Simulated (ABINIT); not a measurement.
**Quasiparticle gap of BP (F-43m) in ABINIT**

Wanted: ground state, empty states, screening and self-energy for BP (F-43m).

Method: LDA and many-body steps on it, plane waves, in ABINIT 10.8.3.

## 1. Starting point

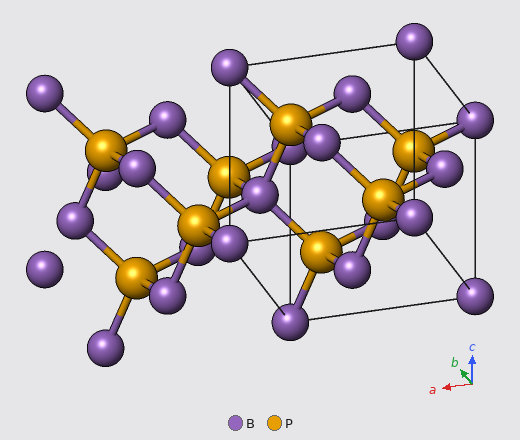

The starting structure, seen from a free direction (boron purple, phosphorus orange). 2×1×1 cells are drawn. This picture shows the conventional cell, with its axes. Bonds to atoms that aren't drawn are left out. Some periodic images of atoms are drawn too.

Structure file:

```cif
data_structure
_symmetry_space_group_name_H-M 'P 1'
_symmetry_Int_Tables_number 1
_cell_length_a 3.2089
_cell_length_b 3.2089
_cell_length_c 3.2089
_cell_angle_alpha 60.000
_cell_angle_beta 60.000
_cell_angle_gamma 60.000
_cell_volume 23.36
loop_
_atom_site_label
_atom_site_type_symbol
_atom_site_fract_x
_atom_site_fract_y
_atom_site_fract_z
_atom_site_occupancy
B1 B 0.00000 0.00000 0.00000 1
P2 P 0.25000 0.25000 0.25000 1
```

The cell and positions come from the Crystallography Open Database and are kept as given unless a step says otherwise.

## 2. Ground state

This step: ABINIT 10.8.3; DFT, LDA, plane waves, norm-conserving pseudopotentials.

The ground-state density comes first.

run.abi reads:

```
acell 3*1.0 Angstrom
rprim 
  0.000000000000 2.269000000000 2.269000000000
  2.269000000000 0.000000000000 2.269000000000
  2.269000000000 2.269000000000 0.000000000000
ntypat 2
znucl 5 15
natom 2
typat 1 2
xred 
  0.000000000000 0.000000000000 0.000000000000
  0.250000000000 0.250000000000 0.250000000000
pp_dirpath "pseudos"
pseudos "B.upf, P.upf"
ecut 34
ngkpt 8 8 8
nshiftk 1
shiftk 0 0 0
kptopt 1
chksymbreak 0
nband 9
occopt 1
tolvrs 1e-10
nstep 60
prtwf 0
indata_prefix "in"
outdata_prefix "out"
tmpdata_prefix "tmp"
```

Started as:

```sh
$ OMP_NUM_THREADS=1 mpirun -n 4 abinit run.abi > log
```

Numbers of over 12 decimals in the logs are rounded to 6 here.

Log:

```text
.Version 10.8.3 of ABINIT. v10.8.2 released Aug 2026.

 Symmetries : space group F-4 3 m (#216); Bravais cF (face-center cubic)
================================================================================
 Values of the parameters that define the memory need of the present run
     intxc =       0    ionmov =       0      iscf =       7    lmnmax =       6
     lnmax =       6     mgfft =      32  mpssoang =       3    mqgrid =    3001
     natom =       2  nloc_mem =       1    nspden =       1   nspinor =       1
    nsppol =       1      nsym =      24    n1xccc =    2501    ntypat =       2
    occopt =       1   xclevel =       1
-    mband =           9        mffmem =           1         mkmem =           8
       mpw =        1506          nfft =       32768          nkpt =          29
================================================================================
  Rough estimation (10% accuracy) of disk space for files :
================================================================================

--------------------------------------------------------------------------------
------------- Echo of variables that govern the present computation ------------
--------------------------------------------------------------------------------
 -outvars: echo values of preprocessed input variables --------
            acell      1.8897261259E+00  1.8897261259E+00  1.8897261259E+00 Bohr

      chksymbreak           0
             ecut      3.40000000E+01 Hartree
-          fftalg         312

              ixc       -1012
              kpt      0.00000000E+00  0.00000000E+00  0.00000000E+00
                       1.25000000E-01  0.00000000E+00  0.00000000E+00
                       2.50000000E-01  0.00000000E+00  0.00000000E+00
                       3.75000000E-01  0.00000000E+00  0.00000000E+00
                       5.00000000E-01  0.00000000E+00  0.00000000E+00
                       1.25000000E-01  1.25000000E-01  0.00000000E+00
                       2.50000000E-01  1.25000000E-01  0.00000000E+00
                       3.75000000E-01  1.25000000E-01  0.00000000E+00
                       5.00000000E-01  1.25000000E-01  0.00000000E+00
   [... 18 further rows ...]
                      -3.75000000E-01  5.00000000E-01  1.25000000E-01
                      -2.50000000E-01  5.00000000E-01  2.50000000E-01
         kptrlatt        8    0    0      0    8    0      0    0    8
          kptrlen      4.85107901E+01
P           mkmem           8
            natom           2
            nband           9
            ngfft          32      32      32
             nkpt          29
            nstep          60
             nsym          24
           ntypat           2
              occ      2.000000  2.000000  2.000000  2.000000  0.000000  0.000000
[...]
prtwf           0
            rprim      0.0000000000E+00  2.2690000000E+00  2.2690000000E+00
[...]
spgroup         216

           tolvrs      1.00000000E-10

             xred      0.0000000000E+00  0.0000000000E+00  0.0000000000E+00
[...]
znucl        5.00000   15.00000

================================================================================

 chkinp: Checking input parameters for consistency.

================================================================================
== DATASET  1 ==================================================================
-   mpi_nproc: 4, omp_nthreads: 1 (-1 if OMP is not activated)

--- !DatasetInfo
iteration_state: {dtset: 1, }
dimensions: {natom: 2, nkpt: 29, mband: 9, nsppol: 1, nspinor: 1, nspden: 1, mpw: 1506, }
cutoff_energies: {ecut:  34.0, pawecutdg:  -1.0, }
electrons: {nelect:   8.00000000E+00, charge:   0.00000000E+00, occopt:   1.00000000E+00, tsmear:   1.00000000E-02, }

 Real(R)+Recip(G) space primitive vectors, cartesian coordinates (Bohr,Bohr^-1):
 R(1)=  0.0000000  4.2877886  4.2877886  G(1)= -0.1166102  0.1166102  0.1166102
 R(2)=  4.2877886  0.0000000  4.2877886  G(2)=  0.1166102 -0.1166102  0.1166102
 R(3)=  4.2877886  4.2877886  0.0000000  G(3)=  0.1166102  0.1166102 -0.1166102
 Unit cell volume ucvol=  1.5766311E+02 bohr^3
 Angles (23,13,12)=  6.00000000E+01  6.00000000E+01  6.00000000E+01 degrees

 getcut: wavevector=  0.0000  0.0000  0.0000  ngfft=  32  32  32
         ecut(hartree)=     34.000   => boxcut(ratio)=   2.01047

--- Pseudopotential description ------------------------------------------------
- B Generated using ONCVPSP code by D. R. Hamann
-  5.00000   3.00000  180309                  znucl, zion, pspdat
12 -1012 1 -1 1498                            pspcod,pspxc,lmax,lloc,mmax
     nproj     2     2     0
  pspatm : epsatm=    3.19369156
         --- l  ekb(1:nproj) -->
[...]
pspatm: atomic psp has been read  and splines computed

- P Generated using ONCVPSP code by D. R. Hamann
- 15.00000   5.00000  180309                  znucl, zion, pspdat
12 -1012 2 -1 1298                            pspcod,pspxc,lmax,lloc,mmax
     nproj     2     2     2
  pspatm : epsatm=    7.03163270
         --- l  ekb(1:nproj) -->
[...]
2   -3.024864   -0.802189
 pspatm: atomic psp has been read  and splines computed

   8.18025940E+01                                ecore*ucvol(ha*bohr**3)
--------------------------------------------------------------------------------

_setup2: Arith. and geom. avg. npw (full set) are    1493.475    1493.449

================================================================================

--- !BeginCycle
iteration_state: {dtset: 1, }
solver: {iscf: 7, nstep: 60, nline: 4, wfoptalg: 0, }
tolerances: {tolvrs: 1.00E-10, }

     iter   Etot(hartree)      deltaE(h)  residm     vres2
 ETOT  1  -9.915056    -9.915E+00 5.083E-02 1.109E+02
 ETOT  2  -9.939581    -2.452E-02 4.560E-03 2.318E+01
 ETOT  3  -9.945288    -5.707E-03 1.347E-02 2.185E-01
 ETOT  4  -9.945333    -4.526E-05 7.401E-03 9.600E-04
 ETOT  5  -9.945333    -7.213E-08 2.933E-03 1.073E-05
 ETOT  6  -9.945333    -1.420E-09 3.814E-04 2.248E-07
 ETOT  7  -9.945333    -3.630E-11 1.226E-04 2.352E-09
 ETOT  8  -9.945333    -2.238E-13 4.714E-05 5.082E-11

 At SCF step    8       vres2   =  5.08E-11 < tolvrs=  1.00E-10 =>converged.

 Cartesian components of stress tensor (hartree/bohr^3)
  sigma(1 1)=  1.93282974E-04  sigma(3 2)=  0.00000000E+00
  sigma(2 2)=  1.93282974E-04  sigma(3 1)=  0.00000000E+00
  sigma(3 3)=  1.93282974E-04  sigma(2 1)=  0.00000000E+00

--- !ResultsGS
iteration_state: {dtset: 1, }
comment   : Summary of ground state results
lattice_vectors:
- [  0.0000000,   4.2877886,   4.2877886, ]
- [  4.2877886,   0.0000000,   4.2877886, ]
- [  4.2877886,   4.2877886,   0.0000000, ]
lattice_lengths: [   6.06385,    6.06385,    6.06385, ]
lattice_angles: [ 60.000,  60.000,  60.000, ] # degrees, (23, 13, 12)
lattice_volume:   1.5766311E+02
convergence: {deltae: -2.238E-13, res2:  5.082E-11, residm:  4.714E-05, diffor: null, }
etotal    :  -9.94533338E+00
entropy   :   0.00000000E+00
fermie    :   2.66764467E-01
cartesian_stress_tensor: # hartree/bohr^3
- [  1.93282974E-04,   0.00000000E+00,   0.00000000E+00, ]
- [  0.00000000E+00,   1.93282974E-04,   0.00000000E+00, ]
- [  0.00000000E+00,   0.00000000E+00,   1.93282974E-04, ]
pressure_GPa:  -5.6866E+00
xred      :
- [  0.0000E+00,   0.0000E+00,   0.0000E+00,  B]
- [  2.5000E-01,   2.5000E-01,   2.5000E-01,  P]
cartesian_forces: # hartree/bohr
- [ -0.00000000E+00,  -0.00000000E+00,  -0.00000000E+00, ]
- [ -0.00000000E+00,  -0.00000000E+00,  -0.00000000E+00, ]
force_length_stats: {min:   0.00000000E+00, max:   0.00000000E+00, mean:   0.00000000E+00, }

 Integrated electronic density in atomic spheres:
 ------------------------------------------------
 Atom  Sphere_radius  Integrated_density
    1        2.00000          2.69856628
    2        2.00000          2.92877689
================================================================================

 ----iterations are completed or convergence reached----

 Mean square residual over all n,k,spin=   33.024E-08; max=  47.139E-06
 reduced coordinates (array xred) for    2 atoms
       0.000000000000      0.000000000000      0.000000000000
       0.250000000000      0.250000000000      0.250000000000
 rms dE/dt=  0.0000E+00; max dE/dt=  0.0000E+00; dE/dt below (all hartree)
    1       0.000000000000      0.000000000000      0.000000000000
    2       0.000000000000      0.000000000000      0.000000000000

 cartesian coordinates (angstrom) at end:
    1      0.000000     0.000000     0.000000
    2      1.134500     1.134500     1.134500

 cartesian forces (hartree/bohr) at end:
    1     -0.000000    -0.000000    -0.000000
    2     -0.000000    -0.000000    -0.000000
 frms,max,avg= 0.0000000E+00 0.0000000E+00   0.000E+00  0.000E+00  0.000E+00 h/b

 cartesian forces (eV/Angstrom) at end:
    1     -0.000000    -0.000000    -0.000000
    2     -0.000000    -0.000000    -0.000000
 frms,max,avg= 0.0000000E+00 0.0000000E+00   0.000E+00  0.000E+00  0.000E+00 e/A
 length scales=  1.889726125908  1.889726125908  1.889726125908 bohr
              =  1.000000000000  1.000000000000  1.000000000000 angstroms
 prteigrs : about to open file out_EIG
 Fermi (or HOMO) energy (hartree) =   0.26676   Average Vxc (hartree)=  -0.40614
 Eigenvalues (hartree) for nkpt=  29  k points:
 kpt#   1, nband=  9, wtk=  0.00195, kpt=  0.0000  0.0000  0.0000 (reduced coord)
  -0.29912    0.26676    0.26676    0.26676    0.39121    0.39121    0.39121    0.53650
   0.68093
 prteigrs : prtvol=0 or 1, do not print more k-points.

--- !EnergyTerms
iteration_state     : {dtset: 1, }
comment             : Components of total free energy in Hartree
kinetic             :  4.66327709358637E+00
hartree             :  6.28233186811952E-01
xc                  : -3.32048385479749E+00
Ewald energy        : -1.04916197636976E+01
psp_core            :  5.18844228886739E-01
local_psp           : -3.01821889928580E+00
non_local_psp       :  1.07463463149545E+00
total_energy        : -9.94533337700038E+00
total_energy_eV     : -2.70626307866604E+02
band_energy         :  2.34280599719305E-01

 Cartesian components of stress tensor (hartree/bohr^3)
  sigma(1 1)=  1.93282974E-04  sigma(3 2)=  0.00000000E+00
  sigma(2 2)=  1.93282974E-04  sigma(3 1)=  0.00000000E+00
  sigma(3 3)=  1.93282974E-04  sigma(2 1)=  0.00000000E+00

-Cartesian components of stress tensor (GPa)         [Pressure= -5.6866E+00 GPa]
- sigma(1 1)=  5.68658142E+00  sigma(3 2)=  0.00000000E+00
- sigma(2 2)=  5.68658142E+00  sigma(3 1)=  0.00000000E+00
- sigma(3 3)=  5.68658142E+00  sigma(2 1)=  0.00000000E+00

== END DATASET(S) ==============================================================
================================================================================

 -outvars: echo values of variables after computation  --------
           etotal     -9.9453333770E+00
            nband           9
             nkpt          29
          spgroup         216
 [... the other variables as echoed above ...]

 Calculation completed.
```

The job ended after 3.9 s (4 MPI ranks of Arm Neoverse V1, shared host; peak memory 0.25 GiB).

Numbers from this step:

```
total energy               : -270.6263 eV
gap                        : 1.229 eV
k of the valence top       : 0, 0, 0
k of the conduction bottom : 0.375, 0.375, 0
least direct gap           : 3.386 eV
pressure                   : -5.687 GPa
```

The gap is indirect, with the least direct gap 2.16 eV higher.

The cutoff was set for levels, not for stress, so the pressure can be off by some GPa.

[end of part 1 of 3]

[Paths, hosts, dates, memory and timing lines, banners, echoed tables and standing remarks are left out of the program output.]

[Logs are printed without paths, hosts, clocks, repeated set-up lines and the standing remarks that a program may print on its own settings, such as how far it seeks lower states.]

[Runs of the session that timed out or met a known fault of the program may be left out.]

[Hosts, paths, dates, database ids (printed as entryN), source tags and the programs' standing remarks are cut or masked in the printed files.]

[G0W0 gaps are taken among the corrected bands and points alone; a level outside them can change the order at an edge.]

[Where Ansatz stands beside ABINIT at settings called matched, ABINIT's density can come from a denser mesh and the files from another edition; pairs whose starting gaps differed by over 0.03 eV were left out, so agreement reads better than it is.]
